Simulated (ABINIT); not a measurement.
## WS2 (Tungstenite): G0W0 on several meshes in ABINIT

How does the mesh move the gap of WS2 (Tungstenite)?

Program: ABINIT 10.8.3. Level of theory: PBE and many-body steps on it, plane waves. Results are calculated unless marked as measured.

## 1. The starting structure

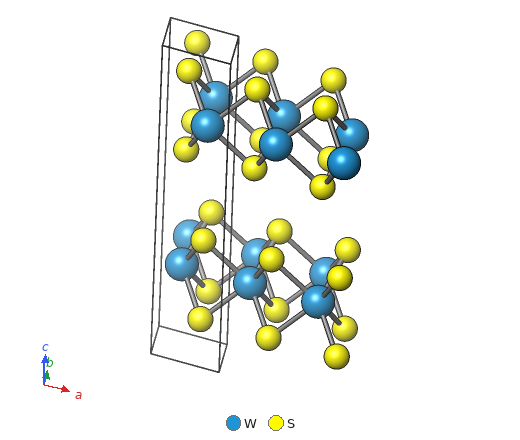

Start, viewed slightly off an axis; tungsten blue, sulfur yellow. 3×2×1 cells are drawn.

The cell and positions come from the Crystallography Open Database and are kept as given unless a step says otherwise. Spin-orbit coupling is left out unless a step names it.

## 2. Empty states on the mesh, 3×3×1 mesh, 1100 bands

This step: ABINIT 10.8.3; DFT, PBE, plane waves, norm-conserving pseudopotentials.

The sums over transitions need many empty states on a uniform mesh; this step solves for them.

run.abi

```
acell 3*1.0 Angstrom
rprim 
  3.153199999992 0.000000000002 0.000000000000
  -1.576599999998 2.730751303206 0.000000000000
  0.000000000000 0.000000000000 12.323000000000
ntypat 2
znucl 74 16
natom 6
typat 1 1 2 2 2 2
xred 
  0.333333333333 0.666666666667 0.250000000000
  0.666666666667 0.333333333333 0.750000000000
  0.333333333333 0.666666666667 0.622500000000
  0.666666666667 0.333333333333 0.122500000000
  0.333333333333 0.666666666667 0.877500000000
  0.666666666667 0.333333333333 0.377500000000
pp_dirpath "pseudos"
pseudos "W.upf, S.upf"
ecut 31
ngkpt 3 3 1
nshiftk 1
shiftk 0 0 0
kptopt 1
chksymbreak 0
iscf -2
irdden 1
istwfk *1
nband 1100
nbdbuf 100
tolwfr 1e-09
nstep 60
prtvol 0
indata_prefix "in"
outdata_prefix "out"
tmpdata_prefix "tmp"
```

Started as:

```
$ OMP_NUM_THREADS=1 mpirun -n 3 abinit run.abi > log
```

Numbers of over 12 decimals in the logs are rounded to 6 here.

Log:

```text
.Version 10.8.3 of ABINIT. v10.8.2 released Aug 2026.

 Symmetries : space group P6_3/m m c (#194); Bravais hP (primitive hexag.)
[... echo of the input left out ...]
== DATASET  1 ==================================================================
-   mpi_nproc: 3, omp_nthreads: 1 (-1 if OMP is not activated)

--- !DatasetInfo
iteration_state: {dtset: 1, }
dimensions: {natom: 6, nkpt: 3, mband: 1100, nsppol: 1, nspinor: 1, nspden: 1, mpw: 5917, }
cutoff_energies: {ecut:  31.0, pawecutdg:  -1.0, }
[...]
9.60003    9.60038    9.60874    9.61292    9.62129    9.62208    9.62379    9.62453
   9.63589    9.63686    9.63731    9.64579    9.65579    9.65905    9.66652    9.66943
   9.67362    9.67941    9.68496    9.69442
 prteigrs : prtvol=0 or 1, do not print more k-points.

== END DATASET(S) ==============================================================
================================================================================

 -outvars: echo values of variables after computation  --------
            nband        1100
             nkpt           3
          spgroup         194
 [... the other variables as echoed above ...]

 Calculation completed.
```

It took 21 min on 3 MPI ranks of Arm Neoverse V1, shared host; peak memory 0.8 GiB.

Numbers from this step:

```yaml
gap: 1.305 eV
k_of_the_valence_top: 0, 0, 0
k_of_the_conduction_bottom: 0.3333, 0.3333, 0
least_direct_gap: 1.837 eV
k_points_computed: 3
lowest_point_of_the_top_converged_band_above_the_valence_top: 235.5393 eV
```

On this mesh the gap is 1.305 eV.

The density comes from a self-consistent run that is not shown.

## 3. Screening, 3×3×1 mesh, 219 bands, screening to 127.6 eV

The RPA dielectric matrix is built and inverted for each q.

This step: RPA screening on PBE, plane waves, norm-conserving pseudopotentials.

Changes to run.abi since step 2:

```diff
@@ -24,10 +24,11 @@
 chksymbreak 0
-iscf -2
-irdden 1
 istwfk *1
-nband 1100
-nbdbuf 100
-tolwfr 1e-09
-nstep 60
-prtvol 0
+occopt 1
+irdwfk 1
+optdriver 3
+nband 219
+ecuteps 4.69
+inclvkb 2
+awtr 1
+symchi 1
 indata_prefix "in"
```

Started as:

```
$ OMP_NUM_THREADS=1 mpirun -n 4 abinit run.abi > log
```

Log:

```text
.Version 10.8.3 of ABINIT. v10.8.2 released Aug 2026.

 Symmetries : space group P6_3/m m c (#194); Bravais hP (primitive hexag.)
[... echo of the input left out ...]
== DATASET  1 ==================================================================
-   mpi_nproc: 4, omp_nthreads: 1 (-1 if OMP is not activated)

--- !DatasetInfo
iteration_state: {dtset: 1, }
dimensions: {natom: 6, nkpt: 3, mband: 219, nsppol: 1, nspinor: 1, nspden: 1, mpw: 5917, }
cutoff_energies: {ecut:  31.0, pawecutdg:  -1.0, }
electrons: {nelect:   5.20000000E+01, charge:   0.00000000E+00, occopt:   1.00000000E+00, tsmear:   1.00000000E-02, }

 SCREENING: Calculation of the susceptibility and dielectric matrices

 Based on a program developped by R.W. Godby, V. Olevano, G. Onida, and L. Reining.
 Incorporated in ABINIT by V. Olevano, G.-M. Rignanese, and M. Torrent.
.Using double precision arithmetic ; gwpc =  8

[... cell and pseudopotentials left out ...]
--------------------------------------------------------------------------------

 ==== K-mesh for the wavefunctions ====
 Number of points in the irreducible wedge :     3
[... list of points left out ...]
 Together with 24 symmetry operations and time-reversal symmetry
 yields     9 points in the full Brillouin Zone.

 ==== Q-mesh for the screening function ====
 Number of points in the irreducible wedge :     3
[... list of points left out ...]
 Together with 24 symmetry operations and time-reversal symmetry
 yields     9 points in the full Brillouin Zone.

 setmesh: FFT mesh size selected  =    20x   20x   90
          total number of points  =        36000

 vcoul_init : cutoff-mode = AUXILIARY_FUNCTION
 q-points for optical limit:   1
     1)      0.000010    0.000020    0.000030

- screening: taking advantage of time-reversal symmetry
- Maximum band index for partially occupied states nbvw = 26
- Remaining bands to be divided among processors   nbcw = 193
- Number of bands treated by each node ~48

 Number of electrons calculated from density =   52.0000; Expected =   52.0000
 average of density, n =  0.072620
 r_s =    1.4869
 omega_plasma =   25.9946 [eV]

 calculating chi0 at frequencies [eV] :
  1    0.000000E+00    0.000000E+00
  2    0.000000E+00    2.599465E+01

--------------------------------------------------------------------------------
  q-point number  1        q = ( 0.000000, 0.000000, 0.000000) [r.l.u.]
--------------------------------------------------------------------------------
[... chi0 elements left out ...]
 For q-point:  0.000010 0.000020 0.000030
  dielectric constant =  17.4436
  dielectric constant without local fields =  19.4876

  Average fulfillment of the sum rule on Im[epsilon] for q-point    1 :     87.32  [%]
[... wings left out ...]
  q-point number  2        q = ( 0.333333, 0.000000, 0.000000) [r.l.u.]
--------------------------------------------------------------------------------
[... chi0 elements left out ...]
  Average fulfillment of the sum rule on Im[epsilon] for q-point    2 :     84.60  [%]

 [... 1 further q-points ...]
```

The job ended after 43 s (4 MPI ranks; peak memory 1.1 GiB).

This step gave:

```yaml
eps_infinity_with_local_fields_on_this_mesh_along_the_program_s_q_direction: 17.44
the_same_without_local_fields: 19.49
plasma_frequency: 25.99 eV
plane_waves_in_the_screening_matrix: 329
```

Local fields lower ε∞ by 10 %. On a Γ-centred mesh this coarse the value itself is usually too large, while a short band sum pulls it down.

## 4. 3×3×1

The self-energy is evaluated for the states that the input lists, and the levels follow from it, in one-shot runs by the linearised quasiparticle equation.

This step: G0W0 on PBE, plane waves, norm-conserving pseudopotentials.

Changes to run.abi since step 3:

```diff
@@ -27,8 +27,17 @@
 irdwfk 1
-optdriver 3
+optdriver 4
 nband 219
+gwcalctyp 0
+ecutsigx 31
+symsigma 1
+nkptgw 2
+kptgw 
+  0.0000000000 0.0000000000 0.0000000000
+  0.3333333333 0.3333333333 0.0000000000
+bdgw 
+  25 28
+  25 28
 ecuteps 4.69
-inclvkb 2
-awtr 1
-symchi 1
+irdscr 1
+ppmodel 1
 indata_prefix "in"
```

Log:

```text
.Version 10.8.3 of ABINIT. v10.8.2 released Aug 2026.

 Symmetries : space group P6_3/m m c (#194); Bravais hP (primitive hexag.)
[... echo of the input left out ...]
== DATASET  1 ==================================================================
-   mpi_nproc: 4, omp_nthreads: 1 (-1 if OMP is not activated)

--- !DatasetInfo
iteration_state: {dtset: 1, }
dimensions: {natom: 6, nkpt: 3, mband: 219, nsppol: 1, nspinor: 1, nspden: 1, mpw: 5917, }
cutoff_energies: {ecut:  31.0, pawecutdg:  -1.0, }
electrons: {nelect:   5.20000000E+01, charge:   0.00000000E+00, occopt:   1.00000000E+00, tsmear:   1.00000000E-02, }

 SIGMA: Calculation of the GW corrections

 Based on a program developped by R.W. Godby, V. Olevano, G. Onida, and L. Reining.
 Incorporated in ABINIT by V. Olevano, G.-M. Rignanese, and M. Torrent.
.Using double precision arithmetic ; gwpc =  8

[... cell and pseudopotentials left out ...]
--------------------------------------------------------------------------------

 ==== K-mesh for the wavefunctions ====
 Number of points in the irreducible wedge :     3
[... list of points left out ...]
 Together with 24 symmetry operations and time-reversal symmetry
 yields     9 points in the full Brillouin Zone.

 ==== Q-mesh for screening function ====
 Number of points in the irreducible wedge :     3
[... list of points left out ...]
 Together with 24 symmetry operations and time-reversal symmetry
 yields     9 points in the full Brillouin Zone.

 vcoul_init : cutoff-mode = AUXILIARY_FUNCTION
 q-points for optical limit:   1
     1)      0.000010    0.000020    0.000030
 setmesh: FFT mesh size selected  =    25x   25x  120
          total number of points  =        75000

 Number of electrons calculated from density =   52.0000; Expected =   52.0000
 average of density, n =  0.072620
 r_s =    1.4869
 omega_plasma =   25.9946 [eV]

 === KS Band Gaps ===
  >>>> For spin  1
   Minimum direct gap =   1.8369 [eV], located at k-point      :   0.3333  0.3333  0.0000
   Fundamental gap    =   1.3050 [eV], Top of valence bands at :   0.0000  0.0000  0.0000
                                       Bottom of conduction at :   0.3333  0.3333  0.0000
 SIGMA fundamental parameters:
 PLASMON POLE MODEL  1
 number of plane-waves for SigmaX                 5885
 number of plane-waves for SigmaC and W            329
 number of plane-waves for wavefunctions          5885
 number of bands                                   219
 number of independent spin polarizations            1
 number of spinorial components                      1
 number of k-points in IBZ                           3
 number of q-points in IBZ                           3
 number of symmetry operations                      24
 number of k-points in BZ                            9
 number of q-points in BZ                            9
 number of frequencies for dSigma/dE                 9
 frequency step for dSigma/dE [eV]                0.25
 number of omega for Sigma on real axis              0
 max omega for Sigma on real axis  [eV]           0.00
 zcut for avoiding poles [eV]                     0.10

 EPSILON^-1 parameters (SCR file):
 dimension of the eps^-1 matrix on file            329
 dimension of the eps^-1 matrix used               329
 number of plane-waves for wavefunctions          5885
 number of bands                                   219
 number of q-points in IBZ                           3
 number of frequencies                               2
 number of real frequencies                          1
 number of imag frequencies                          1

 matrix elements of self-energy operator (all in [eV])

 Perturbative Calculation

--- !SelfEnergy_ee
iteration_state: {dtset: 1, }
kpoint     : [   0.000,    0.000,    0.000, ]
spin       : 1
KS_gap     :    2.311
QP_gap     :    2.816
Delta_QP_KS:    0.506
data: !SigmaeeData |
     Band     E0 <VxcDFT>   SigX SigC(E0)      Z dSigC/dE  Sig(E)    E-E0       E
       25   8.288 -14.437 -15.680   1.164   0.787  -0.271 -14.500  -0.062   8.226
       26   9.509 -15.563 -16.434   0.921   0.783  -0.277 -15.524   0.039   9.548
       27  11.820 -15.231 -10.331  -4.208   0.786  -0.273 -14.687   0.544  12.364
       28  11.820 -15.231 -10.331  -4.208   0.786  -0.273 -14.687   0.544  12.364

--- !SelfEnergy_ee
iteration_state: {dtset: 1, }
kpoint     : [   0.333,    0.333,    0.000, ]
spin       : 1
KS_gap     :    1.837
QP_gap     :    2.539
Delta_QP_KS:    0.702
data: !SigmaeeData |
     Band     E0 <VxcDFT>   SigX SigC(E0)      Z dSigC/dE  Sig(E)    E-E0       E
       25   8.770 -15.016 -16.290   1.231   0.786  -0.273 -15.050  -0.033   8.736
       26   8.977 -15.446 -16.647   1.208   0.784  -0.275 -15.441   0.005   8.982
       27  10.814 -16.352 -11.240  -4.211   0.785  -0.274 -15.645   0.707  11.521
       28  10.814 -16.352 -11.240  -4.211   0.785  -0.274 -15.645   0.707  11.521

== END DATASET(S) ==============================================================
================================================================================

 -outvars: echo values of variables after computation  --------
           etotal      0.0000000000E+00
            nband         219
             nkpt           3
          spgroup         194
 [... the other variables as echoed above ...]

 Calculation completed.
```

The job ended after 13 s (4 MPI ranks; peak memory 0.86 GiB; 51 s of CPU time).

This step gave:

```
G0W0 gap on the points computed              : 1.973 eV
starting gap on the mesh                     : 1.305 eV
k of the valence top                         : 0, 0, 0
k of the conduction bottom                   : 0.3333, 0.3333, 0
Z at the valence top                         : 0.783
Z at the conduction bottom                   : 0.785
least direct G0W0 gap on the computed points : 2.539 eV
```

The gap on the mesh goes from 1.31 eV to 1.97 eV, a correction of +0.67 eV.

## 5. Empty states on the mesh, 6×6×2 mesh, 239 bands

This step: DFT, PBE, plane waves, norm-conserving pseudopotentials.

Changes to run.abi since step 4:

```diff
@@ -19,3 +19,3 @@
 ecut 31
-ngkpt 3 3 1
+ngkpt 6 6 2
 nshiftk 1
@@ -24,20 +24,10 @@
 chksymbreak 0
+iscf -2
+irdden 1
 istwfk *1
-occopt 1
-irdwfk 1
-optdriver 4
-nband 219
-gwcalctyp 0
-ecutsigx 31
-symsigma 1
-nkptgw 2
-kptgw 
-  0.0000000000 0.0000000000 0.0000000000
-  0.3333333333 0.3333333333 0.0000000000
-bdgw 
-  25 28
-  25 28
-ecuteps 4.69
-irdscr 1
-ppmodel 1
+nband 239
+nbdbuf 20
+tolwfr 1e-09
+nstep 60
+prtvol 0
 indata_prefix "in"
```

Log:

```text
.Version 10.8.3 of ABINIT. v10.8.2 released Aug 2026.

 Symmetries : space group P6_3/m m c (#194); Bravais hP (primitive hexag.)
[... echo of the input left out ...]
== DATASET  1 ==================================================================
-   mpi_nproc: 4, omp_nthreads: 1 (-1 if OMP is not activated)

--- !DatasetInfo
iteration_state: {dtset: 1, }
dimensions: {natom: 6, nkpt: 14, mband: 239, nsppol: 1, nspinor: 1, nspden: 1, mpw: 5986, }
cutoff_energies: {ecut:  31.0, pawecutdg:  -1.0, }
[...]
2.98108    3.00384    3.00384    3.01569    3.03630    3.03978    3.04687    3.04687
   3.05016    3.05016    3.05133    3.05133    3.11888    3.12645    3.13638    3.13638
   3.15568    3.15569    3.18432    3.19061    3.19071    3.19159    3.25312
 prteigrs : prtvol=0 or 1, do not print more k-points.

== END DATASET(S) ==============================================================
================================================================================

 -outvars: echo values of variables after computation  --------
            nband         239
             nkpt          14
          spgroup         194
 [... the other variables as echoed above ...]

 Calculation completed.
```

Wall time 5.1 min (4 MPI ranks); peak memory 0.65 GiB; 20 min of CPU time.

Numbers from this step:

| Item | Value |
| --- | --- |
| gap | 0.9807 eV |
| k of the valence top | 0, 0, 0 |
| k of the conduction bottom | 0.1667, 0.1667, 0 |
| least direct gap | 1.837 eV |
| k points computed | 14 |
| lowest point of the top converged band, above the valence top | 72.0430 eV |

On this mesh the gap is 0.981 eV.

## 6. Screening, 6×6×2 mesh, 219 bands, screening to 127.6 eV

This step: RPA screening on PBE, plane waves, norm-conserving pseudopotentials.

Changes to run.abi since step 5:

```diff
@@ -24,10 +24,11 @@
 chksymbreak 0
-iscf -2
-irdden 1
 istwfk *1
-nband 239
-nbdbuf 20
-tolwfr 1e-09
-nstep 60
-prtvol 0
+occopt 1
+irdwfk 1
+optdriver 3
+nband 219
+ecuteps 4.69
+inclvkb 2
+awtr 1
+symchi 1
 indata_prefix "in"
```

Log:

```text
.Version 10.8.3 of ABINIT. v10.8.2 released Aug 2026.

 Symmetries : space group P6_3/m m c (#194); Bravais hP (primitive hexag.)
[... echo of the input left out ...]
== DATASET  1 ==================================================================
-   mpi_nproc: 4, omp_nthreads: 1 (-1 if OMP is not activated)

--- !DatasetInfo
iteration_state: {dtset: 1, }
dimensions: {natom: 6, nkpt: 14, mband: 219, nsppol: 1, nspinor: 1, nspden: 1, mpw: 5986, }
cutoff_energies: {ecut:  31.0, pawecutdg:  -1.0, }
electrons: {nelect:   5.20000000E+01, charge:   0.00000000E+00, occopt:   1.00000000E+00, tsmear:   1.00000000E-02, }

 SCREENING: Calculation of the susceptibility and dielectric matrices

 Based on a program developped by R.W. Godby, V. Olevano, G. Onida, and L. Reining.
 Incorporated in ABINIT by V. Olevano, G.-M. Rignanese, and M. Torrent.
.Using double precision arithmetic ; gwpc =  8

[... cell and pseudopotentials left out ...]
--------------------------------------------------------------------------------

 ==== K-mesh for the wavefunctions ====
 Number of points in the irreducible wedge :    14
[... list of points left out ...]
 Together with 24 symmetry operations and time-reversal symmetry
 yields    72 points in the full Brillouin Zone.

 ==== Q-mesh for the screening function ====
 Number of points in the irreducible wedge :    14
[... list of points left out ...]
 Together with 24 symmetry operations and time-reversal symmetry
 yields    72 points in the full Brillouin Zone.

 setmesh: FFT mesh size selected  =    20x   20x   90
          total number of points  =        36000

 vcoul_init : cutoff-mode = AUXILIARY_FUNCTION
 q-points for optical limit:   1
     1)      0.000010    0.000020    0.000030

- screening: taking advantage of time-reversal symmetry
- Maximum band index for partially occupied states nbvw = 26
- Remaining bands to be divided among processors   nbcw = 193
- Number of bands treated by each node ~48

 Number of electrons calculated from density =   52.0000; Expected =   52.0000
 average of density, n =  0.072620
 r_s =    1.4869
 omega_plasma =   25.9946 [eV]

 calculating chi0 at frequencies [eV] :
  1    0.000000E+00    0.000000E+00
  2    0.000000E+00    2.599465E+01

--------------------------------------------------------------------------------
  q-point number  1        q = ( 0.000000, 0.000000, 0.000000) [r.l.u.]
--------------------------------------------------------------------------------
[... chi0 elements left out ...]
 For q-point:  0.000010 0.000020 0.000030
  dielectric constant =  13.4633
  dielectric constant without local fields =  14.9533

  Average fulfillment of the sum rule on Im[epsilon] for q-point    1 :     87.39  [%]
[... wings left out ...]
  q-point number  2        q = ( 0.166667, 0.000000, 0.000000) [r.l.u.]
--------------------------------------------------------------------------------
[... chi0 elements left out ...]
  Average fulfillment of the sum rule on Im[epsilon] for q-point    2 :     89.33  [%]

 [... 12 further q-points ...]
```

It took 11 min on 4 MPI ranks; peak memory 3.2 GiB; 46 min of CPU time.

This step gave:

```yaml
eps_infinity_with_local_fields_on_this_mesh_along_the_program_s_q_direction: 13.46
the_same_without_local_fields: 14.95
plasma_frequency: 25.99 eV
plane_waves_in_the_screening_matrix: 329
```

(Part 1 of 2 ends here.)

[Paths, hosts, dates, memory and timing lines, banners, echoed tables and standing remarks are left out of the program output.]

[Logs are printed without paths, hosts, clocks, repeated set-up lines and the standing remarks that a program may print on its own settings, such as how far it seeks lower states.]

[Runs of the session that timed out or met a known fault of the program may be left out.]

[Hosts, paths, dates, database ids (printed as entryN), source tags and the programs' standing remarks are cut or masked in the printed files.]

[G0W0 gaps are taken among the corrected bands and points alone; a level outside them can change the order at an edge.]

[Where Ansatz stands beside ABINIT at settings called matched, ABINIT's density can come from a denser mesh and the files from another edition; pairs whose starting gaps differed by over 0.03 eV were left out, so agreement reads better than it is.]
